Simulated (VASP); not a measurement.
Band structure of Tc (hcp). Calculation: PW91 GGA, VASP's PBE PAW potentials (set 64) (plane waves; VASP).

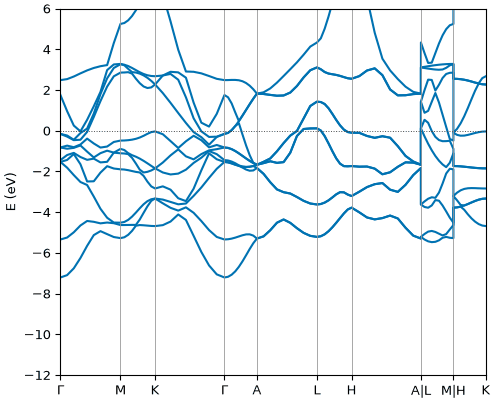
Figure. Bands along high-symmetry lines, zero at the valence-band maximum or, without a gap, the Fermi level

Q: Read the plot: is there a gap, and where are the band edges?

A: It has no gap at this level: it comes out as a metal or semimetal. (Edges off the drawn lines would not show.)

The compound is Tc in the hcp structure. It was relaxed first.
